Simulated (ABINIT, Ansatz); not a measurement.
# Re (Rhenium): from the cell to the phonon bands, part 3 of 4

How does Re (Rhenium) vibrate, and is this structure a minimum?

ABINIT 10.8.3; DFT LDA, scalar-relativistic, plane waves, PseudoDojo norm-conserving pseudopotentials.

So far. Step 4 (Ground state): The cell stands at -0.57 GPa: the relaxation ran with a smoothed and higher cutoff, and the difference is a stress of the finite basis. Step 5 (Linear response at Γ): The acoustic modes at Γ come out as far as 4.3 cm⁻¹ from zero, where they should vanish, a small numerical error. The relaxed cell has a = 2.735, c = 4.419 Å (conventional setting).

### Step 7. Interpolated phonon bands

anaddb transforms the dynamical matrices to force constants and back along the path; points of the mesh come back as solved, but for the sum rule and, in polar crystals, the LO-TO term at Γ; the rest is interpolation.

anaddb.abi

```
ddb_filepath "all_DDB"
output_file "anaddb.abo"
outdata_prefix "anaddb"
ifcflag 1
ngqpt 3 3 2
nqshft 1
q1shft 0.0 0.0 0.0
asr 1
chneut 0
dipdip 0
dipquad 0
quadquad 0
enunit 0
eivec 0
nph1l 93
qph1l 
    0.0 0.0 0.0 1.0
    0.05 0.0 0.0 1.0
    0.1 0.0 0.0 1.0
    0.15 0.0 0.0 1.0
    0.2 0.0 0.0 1.0
    0.25 0.0 0.0 1.0
    0.3 0.0 0.0 1.0
    0.35 0.0 0.0 1.0
    0.4 0.0 0.0 1.0
    0.45 0.0 0.0 1.0
    0.5 0.0 0.0 1.0
    0.48333333 0.03333333 0.0 1.0
    0.46666667 0.06666667 0.0 1.0
    0.45 0.1 0.0 1.0
    0.43333333 0.13333333 0.0 1.0
    0.41666667 0.16666667 0.0 1.0
    0.4 0.2 0.0 1.0
    0.38333333 0.23333333 0.0 1.0
    0.36666667 0.26666667 0.0 1.0
    0.35 0.3 0.0 1.0
    0.33333333 0.33333333 0.0 1.0
    0.3 0.3 0.0 1.0
    0.26666667 0.26666667 0.0 1.0
    0.23333333 0.23333333 0.0 1.0
    0.2 0.2 0.0 1.0
    0.16666667 0.16666667 0.0 1.0
    0.13333333 0.13333333 0.0 1.0
    0.1 0.1 0.0 1.0
    0.06666667 0.06666667 0.0 1.0
    0.03333333 0.03333333 0.0 1.0
    0.0 0.0 0.0 1.0
    0.0 0.0 0.05 1.0
    0.0 0.0 0.1 1.0
    0.0 0.0 0.15 1.0
    0.0 0.0 0.2 1.0
    0.0 0.0 0.25 1.0
    0.0 0.0 0.3 1.0
    0.0 0.0 0.35 1.0
    0.0 0.0 0.4 1.0
    0.0 0.0 0.45 1.0
    0.0 0.0 0.5 1.0
    0.05 0.0 0.5 1.0
    0.1 0.0 0.5 1.0
    0.15 0.0 0.5 1.0
    0.2 0.0 0.5 1.0
    0.25 0.0 0.5 1.0
    0.3 0.0 0.5 1.0
    0.35 0.0 0.5 1.0
    0.4 0.0 0.5 1.0
    0.45 0.0 0.5 1.0
    0.5 0.0 0.5 1.0
    0.48333333 0.03333333 0.5 1.0
    0.46666667 0.06666667 0.5 1.0
    0.45 0.1 0.5 1.0
    0.43333333 0.13333333 0.5 1.0
    0.41666667 0.16666667 0.5 1.0
    0.4 0.2 0.5 1.0
    0.38333333 0.23333333 0.5 1.0
    0.36666667 0.26666667 0.5 1.0
    0.35 0.3 0.5 1.0
    0.33333333 0.33333333 0.5 1.0
    0.3 0.3 0.5 1.0
    0.26666667 0.26666667 0.5 1.0
    0.23333333 0.23333333 0.5 1.0
    0.2 0.2 0.5 1.0
    0.16666667 0.16666667 0.5 1.0
    0.13333333 0.13333333 0.5 1.0
    0.1 0.1 0.5 1.0
    0.06666667 0.06666667 0.5 1.0
    0.03333333 0.03333333 0.5 1.0
    0.0 0.0 0.5 1.0
    0.5 0.0 0.5 1.0
    0.5 0.0 0.45 1.0
    0.5 0.0 0.4 1.0
    0.5 0.0 0.35 1.0
    0.5 0.0 0.3 1.0
    0.5 0.0 0.25 1.0
    0.5 0.0 0.2 1.0
    0.5 0.0 0.15 1.0
    0.5 0.0 0.1 1.0
    0.5 0.0 0.05 1.0
    0.5 0.0 0.0 1.0
    0.33333333 0.33333333 0.5 1.0
    0.33333333 0.33333333 0.45 1.0
    0.33333333 0.33333333 0.4 1.0
    0.33333333 0.33333333 0.35 1.0
    0.33333333 0.33333333 0.3 1.0
    0.33333333 0.33333333 0.25 1.0
    0.33333333 0.33333333 0.2 1.0
    0.33333333 0.33333333 0.15 1.0
    0.33333333 0.33333333 0.1 1.0
    0.33333333 0.33333333 0.05 1.0
    0.33333333 0.33333333 0.0 1.0
```

mrgddb.in

```
all_DDB
merged
6
dfpt_gammao_DDB
dfpt_qo_DS1_DDB
dfpt_qo_DS2_DDB
dfpt_qo_DS3_DDB
dfpt_qo_DS4_DDB
dfpt_qo_DS5_DDB
```

On the command line:

```
mrgddb < mrgddb.in > mrgddb.log
OMP_NUM_THREADS=1 anaddb anaddb.abi > anaddb.log
```

anaddb.abo, the main output file:

```text
[banners, grids, parts of the stress and lines that vanish by symmetry left out]
-outvars_anaddb: echo values of input variables ----------------------

 Flags :
[...]
Phonon wavevector (reduced coordinates) :  0.00000  0.00000  0.00000
 Phonon energies in Hartree :
[...]
Phonon frequencies in cm-1    :
-  0.000000E+00  0.000000E+00  0.000000E+00  1.167212E+02  1.167212E+02
-  1.192236E+02
[...]
Phonon wavevector (reduced coordinates) :  0.05000  0.00000  0.00000
 Phonon energies in Hartree :
[...]
Phonon frequencies in cm-1    :
-  2.010835E+01  2.029190E+01  3.359048E+01  1.170281E+02  1.194784E+02
-  1.206477E+02
[...]
Phonon wavevector (reduced coordinates) :  0.10000  0.00000  0.00000
 Phonon energies in Hartree :
[...]
Phonon frequencies in cm-1    :
-  3.950462E+01  4.007466E+01  6.619853E+01  1.178905E+02  1.247111E+02
-  1.271333E+02
[...]
Phonon wavevector (reduced coordinates) :  0.15000  0.00000  0.00000
 Phonon energies in Hartree :
[...]
Phonon frequencies in cm-1    :
-  5.753778E+01  5.877659E+01  9.687725E+01  1.191516E+02  1.308869E+02
-  1.382056E+02
[...]
Phonon wavevector (reduced coordinates) :  0.20000  0.00000  0.00000
 Phonon energies in Hartree :
[...]
Phonon frequencies in cm-1    :
-  7.367178E+01  7.575518E+01  1.206018E+02  1.247255E+02  1.385304E+02
-  1.510578E+02
[...]
Phonon wavevector (reduced coordinates) :  0.25000  0.00000  0.00000
 Phonon energies in Hartree :
[...]
Phonon frequencies in cm-1    :
-  8.752558E+01  9.038231E+01  1.220287E+02  1.469959E+02  1.488070E+02
-  1.644406E+02
  Phonon wavevector (reduced coordinates) :  0.30000  0.00000  0.00000
 Phonon energies in Hartree :
[...]
Phonon frequencies in cm-1    :
-  9.889378E+01  1.022107E+02  1.232503E+02  1.555990E+02  1.678470E+02
-  1.779336E+02
  Phonon wavevector (reduced coordinates) :  0.35000  0.00000  0.00000
 Phonon energies in Hartree :
[...]
Phonon frequencies in cm-1    :
-  1.077428E+02  1.111050E+02  1.241229E+02  1.635438E+02  1.808983E+02
-  1.912524E+02
  Phonon wavevector (reduced coordinates) :  0.40000  0.00000  0.00000
 Phonon energies in Hartree :
[...]
Phonon frequencies in cm-1    :
-  1.141742E+02  1.172006E+02  1.245340E+02  1.699781E+02  1.893367E+02
-  2.021749E+02
  Phonon wavevector (reduced coordinates) :  0.45000  0.00000  0.00000
 Phonon energies in Hartree :
[...]
Phonon frequencies in cm-1    :
-  1.183107E+02  1.207329E+02  1.244413E+02  1.741626E+02  1.942708E+02
-  2.090536E+02
  Phonon wavevector (reduced coordinates) :  0.50000  0.00000  0.00000
 Phonon energies in Hartree :
[...]
Phonon frequencies in cm-1    :
-  1.198869E+02  1.218879E+02  1.242005E+02  1.756129E+02  1.959103E+02
-  2.113829E+02
  Phonon wavevector (reduced coordinates) :  0.48333  0.03333  0.00000
 Phonon energies in Hartree :
[...]
Phonon frequencies in cm-1    :
-  1.201638E+02  1.225468E+02  1.250605E+02  1.754260E+02  1.958707E+02
-  2.110905E+02
  Phonon wavevector (reduced coordinates) :  0.46667  0.06667  0.00000
 Phonon energies in Hartree :
[...]
Phonon frequencies in cm-1    :
-  1.209643E+02  1.244678E+02  1.275583E+02  1.748678E+02  1.957609E+02
-  2.102247E+02
  Phonon wavevector (reduced coordinates) :  0.45000  0.10000  0.00000
 Phonon energies in Hartree :
[...]
Phonon frequencies in cm-1    :
-  1.222007E+02  1.274930E+02  1.314621E+02  1.739447E+02  1.956070E+02
-  2.088210E+02
[...]
Phonon wavevector (reduced coordinates) :  0.10000  0.00000  0.50000
 Phonon energies in Hartree :
[...]
Phonon frequencies in cm-1    :
-  8.958737E+01  8.958737E+01  9.872830E+01  9.872830E+01  1.692548E+02
-  1.692548E+02
  Phonon wavevector (reduced coordinates) :  0.15000  0.00000  0.50000
 Phonon energies in Hartree :
[...]
Phonon frequencies in cm-1    :
-  9.520466E+01  9.520466E+01  1.119188E+02  1.119188E+02  1.675056E+02
-  1.675056E+02
  Phonon wavevector (reduced coordinates) :  0.20000  0.00000  0.50000
 Phonon energies in Hartree :
[...]
Phonon frequencies in cm-1    :
-  1.019885E+02  1.019885E+02  1.236303E+02  1.236303E+02  1.668425E+02
-  1.668425E+02
  Phonon wavevector (reduced coordinates) :  0.25000  0.00000  0.50000
 Phonon energies in Hartree :
[...]
Phonon frequencies in cm-1    :
-  1.091936E+02  1.091936E+02  1.284732E+02  1.284732E+02  1.707000E+02
-  1.707000E+02
  Phonon wavevector (reduced coordinates) :  0.30000  0.00000  0.50000
 Phonon energies in Hartree :
[...]
Phonon frequencies in cm-1    :
-  1.161274E+02  1.161274E+02  1.248874E+02  1.248874E+02  1.796268E+02
-  1.796268E+02
  Phonon wavevector (reduced coordinates) :  0.35000  0.00000  0.50000
 Phonon energies in Hartree :
[...]
Phonon frequencies in cm-1    :
-  1.167530E+02  1.167530E+02  1.221880E+02  1.221880E+02  1.896631E+02
-  1.896631E+02
[...]
Phonon wavevector (reduced coordinates) :  0.33333  0.33333  0.05000
 Phonon energies in Hartree :
[...]
Phonon frequencies in cm-1    :
-  1.313572E+02  1.561274E+02  1.561274E+02  1.619934E+02  1.959395E+02
-  1.959395E+02
  Phonon wavevector (reduced coordinates) :  0.33333  0.33333  0.00000
 Phonon energies in Hartree :
[...]
Phonon frequencies in cm-1    :
-  1.306845E+02  1.581674E+02  1.581674E+02  1.617949E+02  1.956089E+02
-  1.956089E+02
-
```

Elapsed: 0.52 s, on 1 thread of Arm Neoverse V1, shared host.

Read from the output:

```
lowest frequency on the path : 0 cm⁻¹
```

Anaddb. The phonon branches at the labelled points (cm⁻¹):

```csv
point,branch 1,branch 2,branch 3,branch 4,branch 5,branch 6
Γ,0,0,0,117,117,119
M,120,122,124,176,196,211
K,131,158,158,162,196,196
Γ,0,0,0,117,117,119
A,84,84,84,84,171,171
L,98,98,131,131,205,205
H,56,56,163,163,198,198
A,84,84,84,84,171,171
jump to L,98,98,131,131,205,205
M,120,122,124,176,196,211
jump to H,56,56,163,163,198,198
K,131,158,158,162,196,196
```

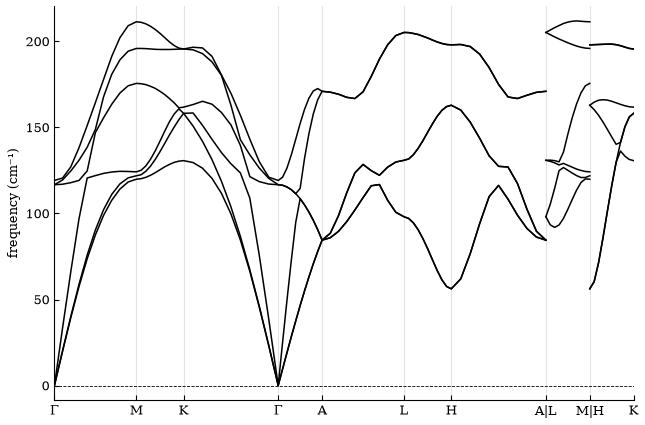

Phonon branches along the path.

All branches are real along the path.

### Step 8. Density of states

Sums over the zone need many more wavevectors than were solved, so the interpolation is sampled on a dense mesh.

anaddb.abi

```
ddb_filepath "all_DDB"
output_file "anaddb.abo"
outdata_prefix "anaddb"
ifcflag 1
ngqpt 3 3 2
nqshft 1
q1shft 0.0 0.0 0.0
asr 1
chneut 0
dipdip 0
dipquad 0
quadquad 0
prtdos 2
ng2qpt 19 19 10
dosdeltae 4.5563e-06
ntemper 11
temperinc 100.0
tempermin 0.0
```

On the command line:

```
OMP_NUM_THREADS=1 anaddb anaddb.abi > anaddb.log
```

anaddb.abo, the main output file:

```text
-outvars_anaddb: echo values of input variables ----------------------

 Flags :
     ifcflag         1
 Miscellaneous information :
         asr         1
      chneut         0
 Interatomic Force Constants Inputs :
      dipdip         0
     dipquad         0
    quadquad         0
      ifcana         0
      ifcout         0
 Description of grid 1 :
        brav         1
       ngqpt         3         3         2
      nqshft         1
      q1shft
                     0.00000000E+00  0.00000000E+00  0.00000000E+00
 Phonon DOS information :
   dosdeltae  4.55630000E-06
    dossmear  4.55633525E-06
 Description of grid 2 (Fourier interp. or BZ sampling):
      ng2qpt        19        19        10
      ngrids         4
      q2shft         0.00000000E+00  0.00000000E+00  0.00000000E+00

================================================================================

 read the DDB information and perform some checks

  ==== Info on the Cryst% object ====
 Real(R)+Recip(G) space primitive vectors, cartesian coordinates (Bohr,Bohr^-1):
 R(1)=  5.1685475  0.0000000  0.0000000  G(1)=  0.1934780  0.1117045  0.0000000
 R(2)= -2.5842738  4.4760934  0.0000000  G(2)=  0.0000000  0.2234091  0.0000000
 R(3)=  0.0000000  0.0000000  8.3515844  G(3)=  0.0000000  0.0000000  0.1197378
 Unit cell volume ucvol=  1.9321308E+02 bohr^3
 Angles (23,13,12)=  9.00000000E+01  9.00000000E+01  1.20000000E+02 degrees
 Time-reversal symmetry is present
 Reduced atomic positions [iatom, xred, symbol]:
    1)    0.3333333  0.6666667  0.2500000  Re
    2)    0.6666667  0.3333333  0.7500000  Re

 DDB file with 6 blocks has been read.

================================================================================

 Calculation of the interatomic forces

       Homogeneous q point set in the B.Z.
 Grid q points  :       18
  1)   0.00000000E+00  0.00000000E+00  0.00000000E+00
  2)   3.33333333E-01  0.00000000E+00  0.00000000E+00
  3)  -3.33333333E-01  0.00000000E+00  0.00000000E+00
  4)   0.00000000E+00  3.33333333E-01  0.00000000E+00
  5)   3.33333333E-01  3.33333333E-01  0.00000000E+00
  6)  -3.33333333E-01  3.33333333E-01  0.00000000E+00
  7)   0.00000000E+00 -3.33333333E-01  0.00000000E+00
  8)   3.33333333E-01 -3.33333333E-01  0.00000000E+00
  9)  -3.33333333E-01 -3.33333333E-01  0.00000000E+00
 10)   0.00000000E+00  0.00000000E+00  5.00000000E-01
 11)   3.33333333E-01  0.00000000E+00  5.00000000E-01
 12)  -3.33333333E-01  0.00000000E+00  5.00000000E-01
 13)   0.00000000E+00  3.33333333E-01  5.00000000E-01
 14)   3.33333333E-01  3.33333333E-01  5.00000000E-01
 15)  -3.33333333E-01  3.33333333E-01  5.00000000E-01
 16)   0.00000000E+00 -3.33333333E-01  5.00000000E-01
 17)   3.33333333E-01 -3.33333333E-01  5.00000000E-01
 18)  -3.33333333E-01 -3.33333333E-01  5.00000000E-01

 The interatomic forces have been obtained

================================================================================

 Calculation of phonon density of states

 Average speed of sound partial sums:     0.1541227313E-02 (at units)
-                                   =           3.3717 [km/s]

 Debye frequency from partial sums:     0.1039133900E-02 (Ha)
-                                 =     0.6837172612E+01 (THz)
-Debye temperature from partial sums:     0.3281325330E+03 (K)

 Average speed of sound:     0.1536705991E-02 (at units)
-                      =           3.3618 [km/s]

 Debye frequency from DOS:     0.1036085512E-02 (Ha)
-                        =     0.6817115182E+01 (THz)
-Debye temperature from DOS:     0.3271699282E+03 (K)

-
```

Elapsed: 0.63 s, on 1 thread.

This step gave:

- share of modes beyond 3i cm⁻¹ on the dense interpolated mesh: 0
- zero-point energy per atom: 26.15 meV
- heat capacity at 300 K: 23.96 J/(mol atoms K)
- vibrational entropy at 300 K: 36.21 J/(mol atoms K)

The phonon density of states has structure finer than the step of the table below, so its rows give means over 20 cm⁻¹, whole bins alone (the curve runs from -30 to 228 cm⁻¹). Peaks (cm⁻¹: height): 126.0: 0.0946, 198.0: 0.102.

Tetrahedra. The phonon density of states by wavenumber; means over each step:

```csv
wavenumber (cm⁻¹),phonon density of states (1/cm⁻¹/cell)
0,8.3e-6
20,2.9e-4
40,0.00140
60,0.00446
80,0.0136
100,0.0405
120,0.0751
140,0.0542
160,0.0361
180,0.0253
200,0.0473
```

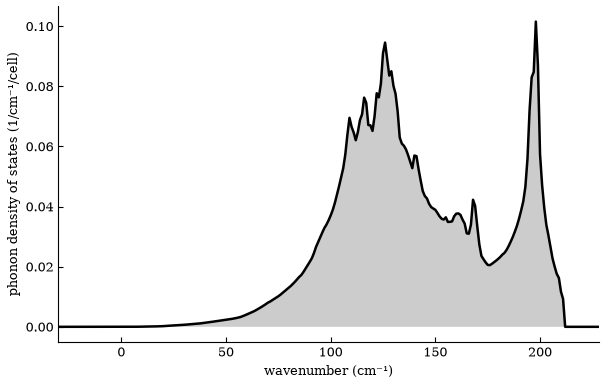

Phonon density of states, plotted against wavenumber.

Harmonic thermodynamic functions per atom, summed over the density of states scaled to three modes an atom; melting is ignored. Thermodynamic functions:

```csv
T (K),F_vib (meV/atom),S (J/mol-atom/K),C_V (J/mol-atom/K)
0,26.15,0,0
50,25.75,3.154,8.171
100,21.76,12.32,17.84
200,0.97,26.7,22.82
300,-31.92,36.21,23.96
400,-73.22,43.17,24.39
500,-120.9,48.63,24.58
600,-173.7,53.13,24.69
700,-230.8,56.94,24.76
800,-291.6,60.25,24.8
900,-355.5,63.17,24.83
1000,-422.4,65.79,24.85
```

At 300 K the heat capacity has reached 96 % of the Dulong-Petit value.

(Continued in part 4 of 4.)

[Host names and launcher messages were left out of these logs when they were recorded.]

[Logs are printed without paths, hosts, clocks, repeated set-up lines and the standing remarks that a program may print on its own settings, such as how far it seeks lower states.]

[Hosts, paths, dates, database ids (printed as entryN), source tags and the programs' standing remarks are cut or masked in the printed files.]
